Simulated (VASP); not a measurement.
Band structure of TiTe$_{2}$ (space group P-3m1). Computed with PBE GGA with D3 dispersion (Becke-Johnson damping), VASP's PBE PAW potentials (set 64) (plane waves; VASP).

Unless said otherwise, spin-orbit coupling is left out, though it shifts the bands of the heavy elements here.

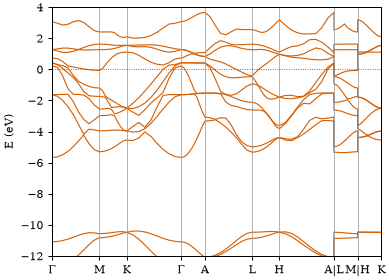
Figure: Bands along high-symmetry lines, zero at the valence-band maximum or, without a gap, the Fermi level

Task: Read the plot: is there a gap, and where are the band edges?

Result: It has no gap at this level: it comes out as a metal or semimetal. (Edges off the drawn lines would not show.)

The structure comes from a measured TiTe2 entry (P-3m1) of the Crystallography Open Database, whose conditions weren't checked. It was relaxed first, which changed the volume by -6 %.
